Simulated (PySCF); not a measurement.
# CClF2 (chlorodifluoromethyl radical) at 6 levels

Aim: a comparison of 6 runs (U-wB97X-V/STO-6G, UPBE/STO-6G, UPBE0/STO-6G, UCISD/STO-6G, ROCCSD(T)/STO-6G, FCI/STO-6G) of CClF2 (chlorodifluoromethyl radical). 

The results are computed with PySCF 2.14.0.

2 further runs of the same task are left out: 2 set aside as unsound or not needed.

### Step 1. The structure to begin with

CClF2: 4 atoms, total charge 0, spin state doublet. As SMILES, `F[C](F)Cl`. The coordinates come from a PBE0-D4/def2-TZVP relaxation.

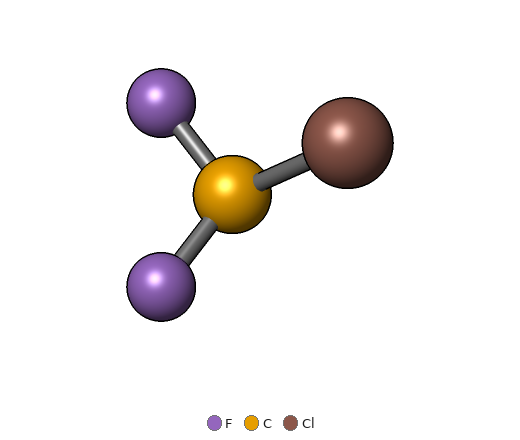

The structure, seen from a chosen angle (fluorine purple, carbon amber, chlorine brown).

### Step 2. The energy at U-wB97X-V/STO-6G (run 1)

Input file job.py:

```python
from pyscf import gto, dft

system = gto.M(
    atom='''
F      0.049511     0.319931     2.446439
C     -0.435771    -0.359426     0.106581
F      1.082813    -2.193405    -0.602067
Cl    -0.591484     2.118761    -1.989315
''',
    charge=0,
    basis='sto-6g',
    verbose=4,
    unit='bohr',
    spin=1,
    max_memory=1860,
)

mf = dft.UKS(system)
mf.xc = 'wb97x-v'
mf.grids.level = 5
mf.conv_tol = 1e-10
mf.nlcgrids.level = 1
mf.kernel()
if not mf.converged:
    mf = mf.newton().run(mf.mo_coeff, mf.mo_occ)

energy = mf.e_tot
print('E(%s) = %.9f' % ('WB97X-V', energy))
```

Launch:

```
OMP_NUM_THREADS=1 python job.py
```

The log of the run:

```text
PySCF version 2.14.0

[INPUT] num. atoms = 4
[INPUT] num. electrons = 41
[INPUT] charge = 0
[INPUT] spin (= nelec alpha-beta = 2S) = 1
[INPUT] symmetry False subgroup None
[INPUT] Mole.unit = bohr
[INPUT] Symbol           X                Y                Z      unit          X                Y                Z       unit  Magmom
[INPUT]  1 F      0.026200092890   0.169300194267   1.294599766706 AA    0.049511000000   0.319931000000   2.446439000000 Bohr   0.0
[INPUT]  2 C     -0.230600082380  -0.190200048212   0.056400236317 AA   -0.435771000000  -0.359426000000   0.106581000000 Bohr   0.0
[INPUT]  3 F      0.572999963288  -1.160699940318  -0.318600135847 AA    1.082813000000  -2.193405000000  -0.602067000000 Bohr   0.0
[INPUT]  4 Cl    -0.312999853424   1.121200036586  -1.052700163341 AA   -0.591484000000   2.118761000000  -1.989315000000 Bohr   0.0

nuclear repulsion = 158.060089415464
number of shells = 14
number of NR pGTOs = 144
number of NR cGTOs = 24
basis = sto-6g
ecp = {}

[... 45 lines left out ...]
WARN: HOMO -0.105046751895128 >= LUMO -0.105046751895132
[... 42 lines left out ...]
converged SCF energy = -695.11145533333  <S^2> = 0.75135067  2S+1 = 2.0013502
E(WB97X-V) = -695.111455333
```

Run time: 47 s. Hardware: 1 thread of Arm Neoverse N1, shared host; peak memory 0.23 GiB.

### Step 3. The energy at UPBE/STO-6G (run 2)

Input file geometry.xyz:

```xyz
4

F      0.026200     0.169300     1.294600
C     -0.230600    -0.190200     0.056400
F      0.573000    -1.160700    -0.318600
Cl    -0.313000     1.121200    -1.052700
```

Input file job.py:

```python
# F[C](F)Cl
from pyscf import gto, dft

mol = gto.M(
    atom='geometry.xyz',
    verbose=3,
    spin=1,
    basis='sto-6g',
    max_memory=1860,
)

mf = dft.UKS(mol, xc='pbe')
mf.grids.level = 5
mf.conv_tol = 1e-10
mf.kernel()
if not mf.converged:
    mf = mf.newton().run(mf.mo_coeff, mf.mo_occ)

e_tot = mf.e_tot
print(f'total energy: {e_tot:.8f} hartree')
```

Launch:

```
OMP_NUM_THREADS=1 python job.py
```

The log of the run:

```text
converged SCF energy = -694.776532205228  <S^2> = 0.75050223  2S+1 = 2.0005022
total energy: -694.77653221 hartree
```

It took 10 s on 1 thread of Arm Neoverse N1, shared host; peak memory 0.23 GiB.

Runs 3 to 5 aren't shown in full; the table further down has their settings and results.

### Step 4. A single-point energy at FCI/STO-6G (run 6)

Input file input.py:

```python
from pyscf import gto, mcscf

molecule = gto.M(
    atom='''
F      0.049511     0.319931     2.446439
C     -0.435771    -0.359426     0.106581
F      1.082813    -2.193405    -0.602067
Cl    -0.591484     2.118761    -1.989315
''',
    basis='sto-6g',
    spin=1,
    verbose=3,
    unit='bohr',
    max_memory=1860,
)

calc0 = molecule.ROHF()
calc0.conv_tol = 1e-10
calc0.kernel()
if not calc0.converged:
    calc0 = calc0.newton().run(calc0.mo_coeff, calc0.mo_occ)

cas = mcscf.CASCI(calc0, calc0.mo_coeff.shape[-1] - 8, (molecule.nelec[0] - 8, molecule.nelec[1] - 8))  # full CI above the frozen core
cas.fix_spin_(ss=0.75)
cas.kernel()
e_tot = cas.e_tot
print('Final energy', e_tot)
```

Launch:

```
OMP_NUM_THREADS=1 python input.py
```

The log of the run:

```text
converged SCF energy = -693.635110124894
CASCI E = -693.745164492745  E(CI) = -130.535869793169  S^2 = 0.7500000
Final energy -693.7451644927454
```

It took 84 s on 1 thread of Arm Neoverse N1, shared host; peak memory 0.34 GiB.

### Step 5. All runs side by side

| run | level | nlc grid | integration grid | energy (Eh) | dipole moment (D) of the reference | HOMO energy (eV) | LUMO energy (eV) | wall time |
| --- | --- | --- | --- | --- | --- | --- | --- | --- |
| 1 | U-wB97X-V/STO-6G | 1 | 5 | -695.111455 | 1.33 | -6.56 | 3.11 | 47 s |
| 2 | UPBE/STO-6G | – | 5 | -694.776532 | 1.43 | -2.02 | -0.27 | 10 s |
| 3 | UPBE0/STO-6G | – | 5 | -694.874003 | 1.27 | -4.17 | 0.73 | 10 s |
| 4 | UCISD/STO-6G | – | – | -693.737207 | 1.00 | -9.27 | 5.85 | 1.5 s |
| 5 | ROCCSD(T)/STO-6G | – | – | -693.744118 | 1.00 | – | – | 1.8 s |
| 6 | FCI/STO-6G | – | – | -693.745164 | 1.00 | – | – | 84 s |

### Step 6. What came out

```
                                          quantity          value
                               run 6: total energy  -693.74516 Eh
       run 6: dipole moment (Hartree–Fock density)         1.00 D
run 6: correlation energy (8 core orbitals frozen)     -110.1 mEh
```

What this shows: Against full CI in this basis: UCISD +8.0 mEh; ROCCSD(T) +1.0 mEh. Over runs 1, 2, 3 the dipole moment (its size) runs from 1.27 D (UPBE0/STO-6G) to 1.43 D (UPBE/STO-6G). Totals of different functionals can't be ranked against each other. In runs 1, 2, 3, 4, 5, 6 the basis is minimal, so the values are rough. All runs together took 2.6 min, the longest 84 s.
